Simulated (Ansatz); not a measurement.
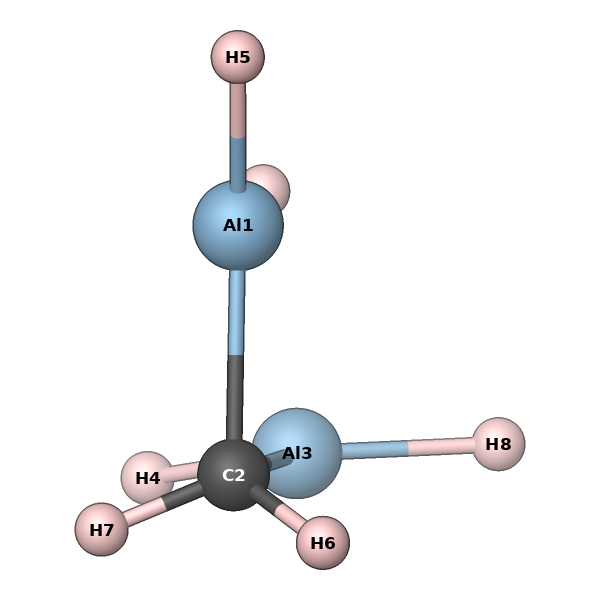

Al3 lies behind C2. The molecule seen a little off the C2–Al3 bond, C2 in front. Atoms fade into the background with distance from the viewer. The computed structure is the end point of a PBE-D4/def2-SVP optimisation. No frequency run is at hand to confirm it as a minimum.

**What is the torsion angle Al1–C2–Al3–H4? The sign is positive where the front bond must turn clockwise to cover the back bond.**

−102°, anticlinal.
